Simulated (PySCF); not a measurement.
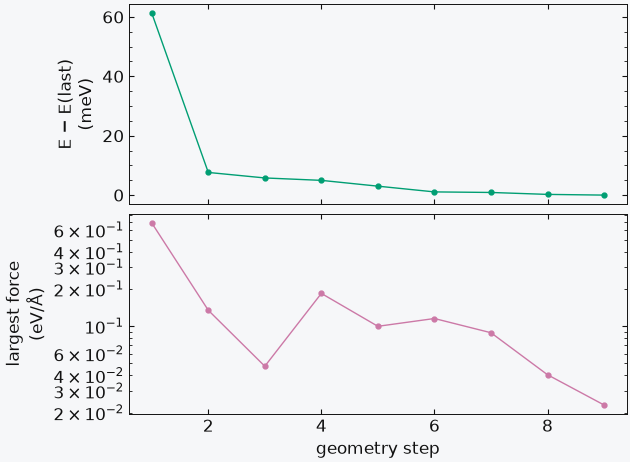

History of a geometry optimisation.

The run: C7H10O (SMILES CCCc1ccoc1), by PBE0-D3(BJ)/def2-SVP, geometry optimisation in PySCF.

**How did the optimisation end?**

The optimisation met its thresholds at geometry 9, counting the start as the first. The energy fell by about 61 meV from the first step to the last. The largest force goes from about 0.68 eV/Å at the start to 0.023 eV/Å at the end.
